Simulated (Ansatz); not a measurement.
**Run report: AlSbH$_{3}$ClO, geometry relaxation (part 2 of 2)**

The same run, continued: AlSbH$_{3}$ClO; RHF/def2-SVP (Ansatz 0.2.0). It belongs to a series of runs on one base structure; here: end point B relaxed.

Geometry of the input (Å):
```
O  -1.0459  1.2604  -0.9868
Al -0.0406  0.8432  0.4275
Sb 0.5525  -1.6882  0.8318
Cl -0.1418  -2.2976  -1.3382
H  -2.0165  1.2506  -0.6639
H  -0.3626  1.6431  -1.5924
H  2.2522  -1.4280  0.2648
```

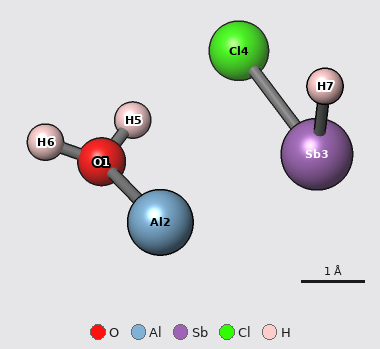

Fig. 1: The geometry at step 14 of the log (ball-and-stick view, seen at a tilt; atoms are numbered from 1 in the order of the input).

### Trajectory as extended XYZ, continued
```
7
Properties=species:S:1:pos:R:3:forces:R:3 step=7 energy=-27674.61038
O    -1.0760    1.3674   -0.8501    0.1790  -0.0751   0.0191
Al    0.4146    1.2482    0.8152    0.0563   0.1158   0.0387
Sb    0.4425   -1.6556    0.7738    0.0400  -0.0687  -0.3770
Cl   -0.1872   -1.8879   -1.6217   -0.0454   0.2474   0.2967
H    -1.8263    0.7854   -0.8604   -0.0238  -0.1672  -0.0827
H    -0.6842    1.2994   -1.7163   -0.0704  -0.0682   0.0221
H     2.1140   -1.5734    0.4024   -0.1358   0.0160   0.0832
7
Properties=species:S:1:pos:R:3:forces:R:3 step=8 energy=-27674.62374
O    -1.0875    1.3391   -0.8248   -0.0232  -0.1308  -0.0543
Al    0.5472    1.3016    0.7584   -0.1407  -0.2317  -0.0911
Sb    0.3643   -1.6581    0.7152    0.0416   0.2207   0.1986
Cl   -0.1366   -1.8364   -1.6808   -0.0680   0.2398  -0.0317
H    -1.7898    0.6951   -0.8077    0.1518  -0.0082   0.0110
H    -0.7525    1.3063   -1.7155    0.0032  -0.0008   0.0190
H     2.0523   -1.5640    0.4980    0.0354  -0.0890  -0.0515
7
Properties=species:S:1:pos:R:3:forces:R:3 step=9 energy=-27674.68115
O    -1.0841    1.3057   -0.8324   -0.5483  -0.8210   0.0030
Al    0.5315    1.2785    0.7351   -0.0595   0.1267  -0.0659
Sb    0.3575   -1.6114    0.7526    0.0743  -0.0716  -0.0394
Cl   -0.2017   -1.6540   -1.6590   -0.0273   0.0890   0.0915
H    -1.7152    0.5704   -0.8180    0.6692   0.6683  -0.0592
H    -0.7382    1.2852   -1.7209   -0.0077   0.0430   0.0872
H     2.0475   -1.5909    0.4855   -0.1006  -0.0344  -0.0173
7
Properties=species:S:1:pos:R:3:forces:R:3 step=10 energy=-27674.71195
O    -1.0745    1.2379   -0.8127   -0.1713  -0.4376  -0.6769
Al    0.5171    1.3001    0.7366   -0.1168   0.0991  -0.1070
Sb    0.3512   -1.5875    0.7855    0.1343  -0.1051  -0.0318
Cl   -0.2878   -1.5829   -1.6107   -0.0173  -0.1281   0.0324
H    -1.6070    0.4322   -0.8928    0.6161   0.6457  -0.0032
H    -0.7308    1.3748   -1.7053   -0.3188  -0.0528   0.7711
H     2.0290   -1.5911    0.4423   -0.1263  -0.0212   0.0154
7
Properties=species:S:1:pos:R:3:forces:R:3 step=11 energy=-27674.76122
O    -1.0904    1.2401   -0.7912    0.0056  -1.0261  -1.0321
Al    0.4775    1.3215    0.6875   -0.0543   0.0591  -0.0057
Sb    0.3525   -1.5964    0.8015    0.0554  -0.0185   0.1186
Cl   -0.3400   -1.6483   -1.5768   -0.0797  -0.0354  -0.0224
H    -1.4477    0.3370   -0.9513    0.5979   1.2438   0.0241
H    -0.7731    1.5316   -1.6614   -0.4816  -0.2185   0.9487
H     2.0185   -1.6020    0.4345   -0.0433  -0.0046  -0.0312
7
Properties=species:S:1:pos:R:3:forces:R:3 step=12 energy=-27674.82260
O    -1.0700    1.1848   -0.7795    0.3267   0.0292  -1.9256
Al    0.4867    1.3213    0.6863   -0.1649  -0.0299  -0.0693
Sb    0.3544   -1.5971    0.8368    0.0678   0.0237   0.0798
Cl   -0.3985   -1.6993   -1.5290   -0.0558  -0.0728  -0.0018
H    -1.3154    0.2842   -1.0844    0.3873   0.9068   0.2914
H    -0.8692    1.6834   -1.6076   -0.5209  -0.8255   1.6550
H     2.0094   -1.5938    0.4204   -0.0402  -0.0315  -0.0295
7
Properties=species:S:1:pos:R:3:forces:R:3 step=13 energy=-27674.91553
O    -0.9751    1.1665   -0.7956   -0.1683  -0.0476  -0.9725
Al    0.3272    1.3515    0.7096    0.2946   0.0236   0.3587
Sb    0.3914   -1.5920    0.8583   -0.0084   0.0447   0.0702
Cl   -0.4941   -1.7832   -1.4570   -0.1037   0.0079  -0.0393
H    -1.1727    0.2866   -1.1521    0.1485   0.0267   0.0966
H    -0.8918    1.7491   -1.5533   -0.1450  -0.1007   0.4969
H     2.0124   -1.5950    0.3328   -0.0178   0.0453  -0.0105
7
Properties=species:S:1:pos:R:3:forces:R:3 step=14 energy=-27674.96943
O    -0.9354    1.1233   -0.8210    0.1077   0.0936  -0.4575
Al    0.3067    1.3639    0.7616    0.0573  -0.0339   0.1397
Sb    0.3883   -1.5807    0.8741   -0.0099   0.0374   0.0341
Cl   -0.5806   -1.7874   -1.4154    0.0005  -0.1144  -0.0172
H    -1.0041    0.2446   -1.2320   -0.0488   0.1157   0.0650
H    -0.9650    1.7826   -1.5103   -0.1036  -0.1189   0.2493
H     1.9875   -1.5628    0.2858   -0.0031   0.0204  -0.0134
7
Properties=species:S:1:pos:R:3:forces:R:3 step=15 energy=-27674.97602
O    -0.7786    1.1013   -0.8763   -0.1336   0.1182  -0.1453
Al    0.4032    1.3093    0.7596   -0.0874   0.0537   0.0670
Sb    0.3263   -1.5877    0.8750    0.0205  -0.0165   0.0715
Cl   -0.6035   -1.8513   -1.4224   -0.0032  -0.0262   0.0255
H    -0.9412    0.2481   -1.3022    0.0400  -0.0117   0.0234
H    -1.1351    1.8029   -1.4071    0.0600   0.0143   0.0247
H     1.9262   -1.4392    0.3162    0.1036  -0.1318  -0.0668
7
Properties=species:S:1:pos:R:3:forces:R:3 step=16 energy=-27675.00110
O    -0.7569    1.1178   -0.9047   -0.0689   0.0786  -0.0116
Al    0.2289    1.3242    0.8554    0.0358   0.0850   0.0422
Sb    0.4055   -1.5808    0.8888    0.0038  -0.0648  -0.0115
Cl   -0.6697   -1.8652   -1.3407   -0.0112  -0.0269   0.0085
H    -0.9261    0.2565   -1.3107    0.0391  -0.0015  -0.0675
H    -1.0564    1.8248   -1.4639    0.0154  -0.0759   0.0380
H     1.9720   -1.4938    0.2188   -0.0139   0.0056   0.0020
7
Properties=species:S:1:pos:R:3:forces:R:3 step=17 energy=-27675.00227
O    -0.7689    1.1185   -0.9005    0.0135   0.0274  -0.0580
Al    0.2225    1.3343    0.8589    0.0197   0.0184   0.0419
Sb    0.4078   -1.5809    0.8923    0.0111  -0.0224   0.0174
Cl   -0.6815   -1.8812   -1.3241    0.0025   0.0120  -0.0282
H    -0.8751    0.2675   -1.3475   -0.0401  -0.0102   0.0278
H    -1.0774    1.8301   -1.4474    0.0017  -0.0326  -0.0023
H     1.9699   -1.5048    0.2111   -0.0084   0.0073   0.0014
7
Properties=species:S:1:pos:R:3:forces:R:3 step=18 energy=-27674.98787 accepted=F
O    -0.8849    1.1199   -0.8440    0.0869  -0.0991  -0.1105
Al    0.2759    1.3545    0.8004    0.0463  -0.0117   0.1023
Sb    0.3959   -1.5805    0.8787   -0.0174   0.0148   0.0425
Cl   -0.6163   -1.8214   -1.3851   -0.0059  -0.0731  -0.0253
H    -0.9654    0.2499   -1.2654   -0.0371   0.0434   0.0270
H    -0.9888    1.7985   -1.4973   -0.0837   0.1080  -0.0238
H     1.9809   -1.5374    0.2555    0.0108   0.0177  -0.0122
7
Properties=species:S:1:pos:R:3:forces:R:3 step=19 energy=-27675.00131 accepted=F
O    -0.7512    1.1231   -0.9062   -0.0236  -0.1916   0.0778
Al    0.2366    1.3432    0.8582    0.0176  -0.0099   0.0031
Sb    0.4013   -1.5831    0.8857   -0.0157  -0.0139  -0.0183
Cl   -0.6671   -1.8743   -1.3510    0.0054   0.0251   0.0536
H    -0.9234    0.2574   -1.3058    0.0710   0.0752  -0.0164
H    -1.0697    1.8193   -1.4619   -0.0520   0.1108  -0.0923
H     1.9706   -1.5020    0.2239   -0.0027   0.0042  -0.0076
7
Properties=species:S:1:pos:R:3:forces:R:3 step=20 energy=-27675.00367
O    -0.7604    1.1188   -0.9030   -0.0094   0.0073  -0.0203
Al    0.2285    1.3390    0.8657   -0.0013  -0.0108  -0.0060
Sb    0.4046   -1.5849    0.8905    0.0097  -0.0007   0.0080
Cl   -0.6771   -1.8736   -1.3333   -0.0064  -0.0032  -0.0091
H    -0.8917    0.2599   -1.3294    0.0029   0.0265   0.0146
H    -1.0729    1.8221   -1.4582    0.0059  -0.0215   0.0079
H     1.9663   -1.4978    0.2104   -0.0014   0.0023   0.0049
7
Properties=species:S:1:pos:R:3:forces:R:3 step=21 energy=-27675.00372
O    -0.7610    1.1197   -0.9028   -0.0045   0.0011  -0.0078
Al    0.2297    1.3372    0.8644    0.0014  -0.0026   0.0015
Sb    0.4050   -1.5863    0.8905   -0.0015   0.0005   0.0008
Cl   -0.6782   -1.8736   -1.3341    0.0018  -0.0015   0.0009
H    -0.8934    0.2608   -1.3279    0.0013   0.0047   0.0043
H    -1.0720    1.8219   -1.4597    0.0014  -0.0024   0.0017
H     1.9672   -1.4961    0.2126    0.0001   0.0001  -0.0013
```

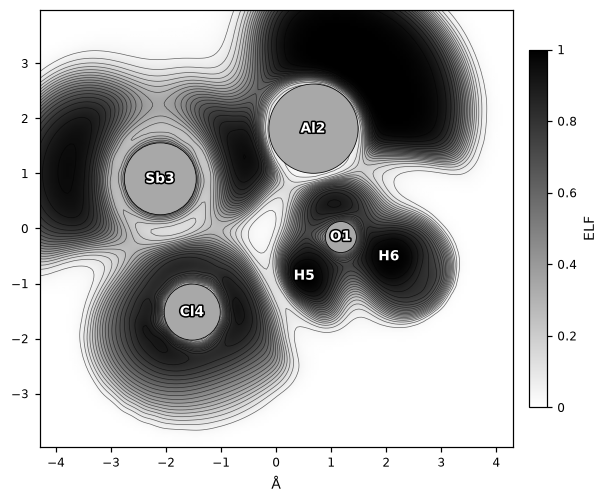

Fig. 2: ELF on the plane of atoms H5, O1 and H6. Grey discs, where drawn, cover atomic cores. Atoms in the plane: O, Al, Sb, Cl and H. Al2···Sb3 (2.93 Å): the ELF peaks at about 0.95 between the atoms. Al–O (2.04 Å): the ELF peaks at about 0.90 in the valence shell of O, 0.6 Å from its nucleus, and is about 0.40 at the midpoint. Sb–Cl (2.49 Å): the ELF peaks at about 0.85 in the valence shell of Cl, 0.8 Å from its nucleus, and drops to about 0.15 between the two atoms. O–H (0.95 Å): the ELF climbs to about 1 towards the hydrogen, as it does in any bond to H; a covalent bond by its length.

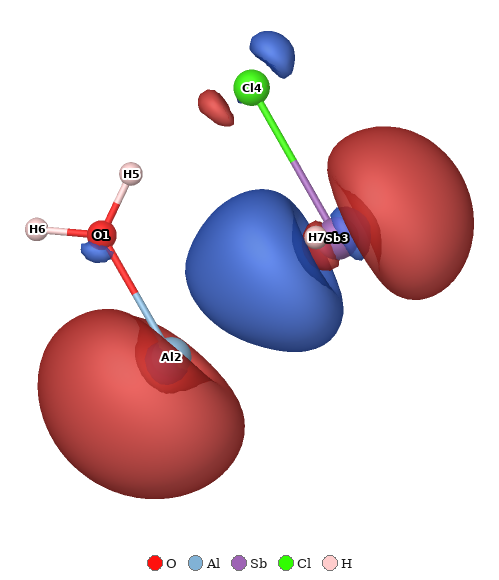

Fig. 3: One frontier orbital at ±0.1 Å⁻³ᐟ² (red and blue are the two phases), seen at a tilt. The HOMO, at −6.79 eV. By Hirshfeld shares it lies mainly on Al2 (50 %) and Sb3 (40 %).

### Summary

```tsv
quantity	value
outcome	converged
total energy	−27675.0037 eV
mean-field energy	−27675.0037 eV
largest force (length of the vector) at the end	0.009 eV/Å
wall time	87 s
peak memory	0.2 GiB
```
